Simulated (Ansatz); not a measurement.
Nudged elastic band of C₂H₃ClO

C₂H₃ClO, SMILES O=CCCl, computed with RKS PBE0/STO-3G (Ansatz 0.2.0).

One setting was made poor on purpose. It belongs to a series of runs on one base structure; here: band between the two ends. Figures and captions count atoms from 1; the log counts them from 0 in places.

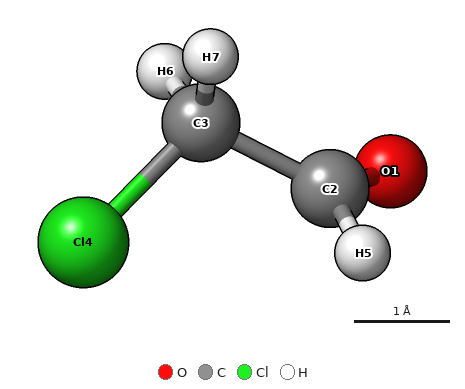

**Figure 1.** The structure as given in the input (ball-and-stick view, seen at a tilt; atoms are numbered from 1 in the order of the input). Bond lengths as drawn: C–C 1.56 Å, C–Cl 1.83 Å, C–H 1.10 to 1.12 Å and C–O 1.24 Å.

Summary:

```json
{"quantity": "outcome", "value": "converged"}
{"quantity": "barrier, forward", "value": "0.023 eV"}
{"quantity": "barrier, backward", "value": "0.023 eV"}
{"quantity": "hardware", "value": "1 thread of Arm Neoverse V2, 24 GiB of memory available, shared host"}
{"quantity": "wall time", "value": "7.6 s"}
{"quantity": "peak memory", "value": "0.086 GiB"}
```

Remarks:

A deliberately poor setting: few images. The order of the saddle point was not checked.

The input:
```yaml
crystal:
  periodic: [false, false, false]
  atoms:
    - { symbol: O, position_ang: [-1.302473, 1.301207, -0.631129] }
    - { symbol: C, position_ang: [-0.206746, 0.719177, -0.552165] }
    - { symbol: C, position_ang: [0.095562, -0.397307, 0.489197] }
    - { symbol: Cl, position_ang: [0.759561, -1.872023, -0.365489] }
    - { symbol: H, position_ang: [0.664414, 0.938707, -1.223526] }
    - { symbol: H, position_ang: [-0.817393, -0.693639, 1.032164] }
    - { symbol: H, position_ang: [0.868275, -0.064123, 1.205149] }
basis:
  gaussian: { orbitals: STO-3G }
hamiltonian:
  xc: pbe0
neb:
  order_check: false
  images: 1
  f_tol: 0.03
  max_iterations: 60
  initial_path: idpp
  climbing: true
  final_atoms:
    - { symbol: O, position_ang: [-0.21149719, 1.91523747, -0.28272981] }
    - { symbol: C, position_ang: [-0.23496106, 0.70396451, -0.56114169] }
    - { symbol: C, position_ang: [0.05907835, -0.41778941, 0.47727902] }
    - { symbol: Cl, position_ang: [1.32531714, -1.55857593, -0.18713195] }
    - { symbol: H, position_ang: [-0.46462045, 0.30432903, -1.58355667] }
    - { symbol: H, position_ang: [-0.84791899, -1.01946187, 0.66760241] }
    - { symbol: H, position_ang: [0.43580221, 0.00429518, 1.4238797] }
```

Launch command:
```bash
ansatz run input.yaml --threads 1 --pin off --max-ram 2048MiB --backend cpu --events-out ev --progress --plain --runs-dir out
```

Output:
```
Engine: ansatz 0.2.0, aarch64-unknown-linux-gnu
Functional definition: PBE0
  parameter a = 0.25
  parameter kappa = 0.804
  parameter beta = 0.06672455060314922
  exchange = (1 - a)*pbe_x(kappa = kappa, mu = beta*pi^2/3) + a*exact_x
  correlation = pbe_c(beta = beta)
387 factors; integrals over basis functions are off by at most 1.2e-5 eV
mean field evaluation 1: about -16490.5280 eV, gradient 3.1e1 eV
mean field evaluation 2: about -16481.5695 eV, gradient 7.0e1 eV
mean field evaluation 4: about -16493.4659 eV, gradient 2.5e0 eV
mean field evaluation 8: about -16493.4497 eV, gradient 5.0e-2 eV
mean field -16493.44966735 eV, -606.1230956133 hartree, gradient 6.0e-5 eV, S^2 0.000000; 0 other end points of the search recorded, 0 dependent functions left out
the calculation of the forces begins
reference -16493.44968052 eV, -606.1230960974 hartree; 20, 20 occupied and 7, 7 virtual orbitals, 387 factors
387 factors; integrals over basis functions are off by at most 3.6e-5 eV
mean field evaluation 16: about -16493.4232 eV, gradient 4.1e0 eV
mean field -16493.44967641 eV, -606.1230959465 hartree, gradient 5.9e-5 eV, S^2 0.000000; 0 other end points of the search recorded, 0 dependent functions left out
the calculation of the forces begins
reference -16493.44968956 eV, -606.1230964295 hartree; 20, 20 occupied and 7, 7 virtual orbitals, 387 factors
NEB end point (image 0): max|allowed force component| = 7.229e-3 eV/Å (the criterion of neb.relax_end_points is 1.000e-2)
NEB end point (image 2): max|allowed force component| = 9.115e-3 eV/Å (the criterion of neb.relax_end_points is 1.000e-2)
387 factors; integrals over basis functions are off by at most 1.1e-5 eV
mean field evaluation 32: about -16493.3556 eV, gradient 9.0e-2 eV
mean field -16493.32076530 eV, -606.1183585505 hartree, gradient 6.6e-5 eV, S^2 0.000000; 0 other end points of the search recorded, 0 dependent functions left out
the calculation of the forces begins
reference -16493.32077842 eV, -606.1183590327 hartree; 20, 20 occupied and 7, 7 virtual orbitals, 387 factors
NEB iter   1: max|band force component| = 1.439e0 eV/Å  barrier→ = 0.1289 eV  barrier← = 0.1289 eV  Δτ_max = 0.0529 Å  (63 SCF iters)
these checks for a lower state are left out or cut short: starts, cluster_reference, orbital_swaps, neighbouring_geometries, increment
387 factors; integrals over basis functions are off by at most 1.1e-5 eV
mean field -16493.41336488 eV, -606.1217615224 hartree, gradient 7.0e-6 eV, S^2 0.000000; 0 other end points of the search recorded, 0 dependent functions left out
the calculation of the forces begins
reference -16493.41337796 eV, -606.1217620029 hartree; 20, 20 occupied and 7, 7 virtual orbitals, 387 factors
NEB iter   2: max|band force component| = 5.738e-1 eV/Å  barrier→ = 0.0363 eV  barrier← = 0.0363 eV  Δτ_max = 0.0444 Å  (26 SCF iters)
these checks for a lower state are left out or cut short: starts, cluster_reference, orbital_swaps, neighbouring_geometries, increment
387 factors; integrals over basis functions are off by at most 1.2e-5 eV
mean field -16493.42486144 eV, -606.1221840130 hartree, gradient 6.9e-6 eV, S^2 0.000000; 0 other end points of the search recorded, 0 dependent functions left out
the calculation of the forces begins
reference -16493.42487445 eV, -606.1221844913 hartree; 20, 20 occupied and 7, 7 virtual orbitals, 387 factors
NEB iter   3: max|band force component| = 2.117e-1 eV/Å  barrier→ = 0.0248 eV  barrier← = 0.0248 eV  CI = image 1  Δτ_max = 0.0156 Å  (26 SCF iters)
these checks for a lower state are left out or cut short: starts, cluster_reference, orbital_swaps, neighbouring_geometries, increment
387 factors; integrals over basis functions are off by at most 1.2e-5 eV
mean field -16493.42533335 eV, -606.1222013554 hartree, gradient 6.8e-6 eV, S^2 0.000000; 0 other end points of the search recorded, 0 dependent functions left out
the calculation of the forces begins
reference -16493.42534639 eV, -606.1222018347 hartree; 20, 20 occupied and 7, 7 virtual orbitals, 387 factors
NEB iter   4: max|band force component| = 1.604e-1 eV/Å  barrier→ = 0.0243 eV  barrier← = 0.0243 eV  CI = image 1  Δτ_max = 0.0247 Å  (27 SCF iters)
these checks for a lower state are left out or cut short: starts, cluster_reference, orbital_swaps, neighbouring_geometries, increment
387 factors; integrals over basis functions are off by at most 1.2e-5 eV
mean field evaluation 64: about -16493.4254 eV, gradient 1.2e-4 eV
mean field -16493.42541407 eV, -606.1222043217 hartree, gradient 7.0e-6 eV, S^2 0.000000; 0 other end points of the search recorded, 0 dependent functions left out
the calculation of the forces begins
reference -16493.42542710 eV, -606.1222048005 hartree; 20, 20 occupied and 7, 7 virtual orbitals, 387 factors
NEB iter   5: max|band force component| = 1.843e-1 eV/Å  barrier→ = 0.0243 eV  barrier← = 0.0243 eV  CI = image 1  Δτ_max = 0.0123 Å  (27 SCF iters)
these checks for a lower state are left out or cut short: starts, cluster_reference, orbital_swaps, neighbouring_geometries, increment
387 factors; integrals over basis functions are off by at most 1.2e-5 eV
mean field -16493.42643089 eV, -606.1222416891 hartree, gradient 6.8e-6 eV, S^2 0.000000; 0 other end points of the search recorded, 0 dependent functions left out
the calculation of the forces begins
reference -16493.42644392 eV, -606.1222421680 hartree; 20, 20 occupied and 7, 7 virtual orbitals, 387 factors
387 factors; integrals over basis functions are off by at most 1.2e-5 eV
mean field -16493.42643089 eV, -606.1222416891 hartree, gradient 6.8e-6 eV, S^2 0.000000; 1 other end points of the search recorded, 0 dependent functions left out
the calculation of the forces begins
reference -16493.42644392 eV, -606.1222421680 hartree; 20, 20 occupied and 7, 7 virtual orbitals, 387 factors
NEB iter   6: max|band force component| = 6.071e-3 eV/Å  barrier→ = 0.0232 eV  barrier← = 0.0232 eV  CI = image 1  Δτ_max = 0.0000 Å  (50 SCF iters)
```

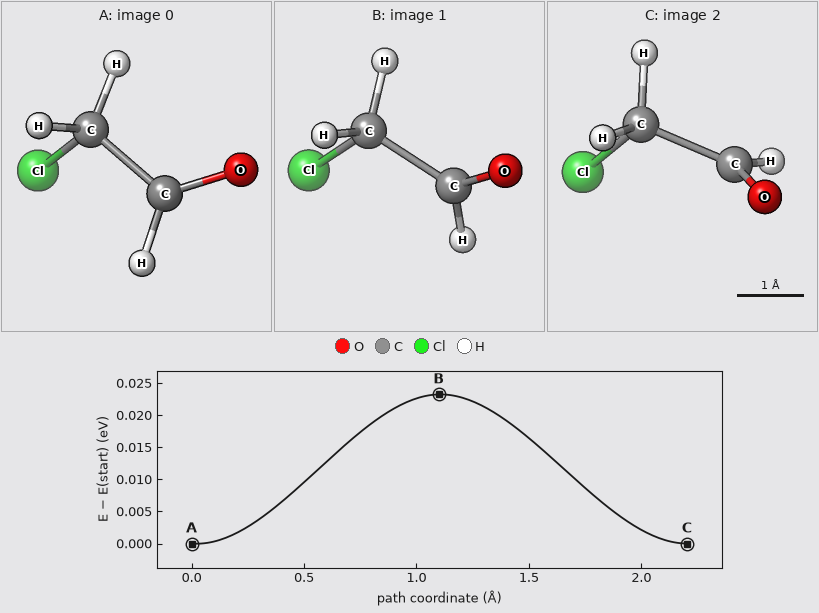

**Figure 2.** Images of the last band (counted from 0; ball-and-stick, seen at a tilt) above the energy along the path; the line is a cubic interpolation that uses the forces. The highest image is number 1, 0.023 eV above the start and 0.023 eV above the end (the climbing image); start and end have the same energy. The path is 2.20 Å long. The band converged in 6 iterations.

```
Total energy: -16493.42644392 eV, -606.1222421680 hartree
Atom 0 at    -1.002116     1.654680    -0.326205 Å, force     0.003191    -0.006234     0.000871 eV/Å
Atom 1 at    -0.244069     0.702799    -0.573295 Å, force    -0.003442     0.006082    -0.001593 eV/Å
Atom 2 at     0.084172    -0.411076     0.476021 Å, force    -0.000103    -0.000813     0.000635 eV/Å
Atom 3 at     1.217006    -1.654653    -0.225823 Å, force    -0.002193     0.002899     0.000327 eV/Å
Atom 4 at     0.273514     0.547821    -1.556936 Å, force     0.001793    -0.001292    -0.000990 eV/Å
Atom 5 at    -0.837088    -0.932139     0.792770 Å, force     0.000476     0.000303     0.000555 eV/Å
Atom 6 at     0.569781     0.024566     1.367669 Å, force     0.000278    -0.000945     0.000193 eV/Å
Dipole moment:    -0.108357     0.084846     0.129662 e Å
this run last wrote the band of iteration 6 to [file]
```

The last band as extended XYZ (Å, eV, eV/Å):
```
7
Properties=species:S:1:pos:R:3:forces:R:3 image=0 energy=-16493.44967
O    -1.3025    1.3012   -0.6311    0.0030  -0.0007   0.0006
C    -0.2067    0.7192   -0.5522   -0.0021   0.0072  -0.0024
C     0.0956   -0.3973    0.4892   -0.0043  -0.0036   0.0018
Cl    0.7596   -1.8720   -0.3655    0.0015   0.0008   0.0036
H     0.6644    0.9387   -1.2235   -0.0019  -0.0015   0.0006
H    -0.8174   -0.6936    1.0322   -0.0001  -0.0015  -0.0024
H     0.8683   -0.0641    1.2051    0.0038  -0.0006  -0.0019
7
Properties=species:S:1:pos:R:3:forces:R:3 image=1 energy=-16493.42643
O    -1.0021    1.6547   -0.3262    0.0032  -0.0062   0.0009
C    -0.2441    0.7028   -0.5733   -0.0034   0.0061  -0.0016
C     0.0842   -0.4111    0.4760   -0.0001  -0.0008   0.0006
Cl    1.2170   -1.6547   -0.2258   -0.0022   0.0029   0.0003
H     0.2735    0.5478   -1.5569    0.0018  -0.0013  -0.0010
H    -0.8371   -0.9321    0.7928    0.0005   0.0003   0.0006
H     0.5698    0.0246    1.3677    0.0003  -0.0009   0.0002
7
Properties=species:S:1:pos:R:3:forces:R:3 image=2 energy=-16493.44968
O    -0.4141    1.8775   -0.3064   -0.0034   0.0070   0.0007
C    -0.2812    0.6719   -0.5789    0.0091  -0.0064  -0.0028
C     0.0761   -0.4100    0.4817   -0.0004  -0.0055   0.0016
Cl    1.5032   -1.3965   -0.0982   -0.0045   0.0046   0.0005
H    -0.4006    0.2500   -1.6111   -0.0021   0.0003   0.0006
H    -0.7656   -1.1123    0.6200    0.0007   0.0003   0.0003
H     0.3434    0.0514    1.4471    0.0007  -0.0003  -0.0009
```
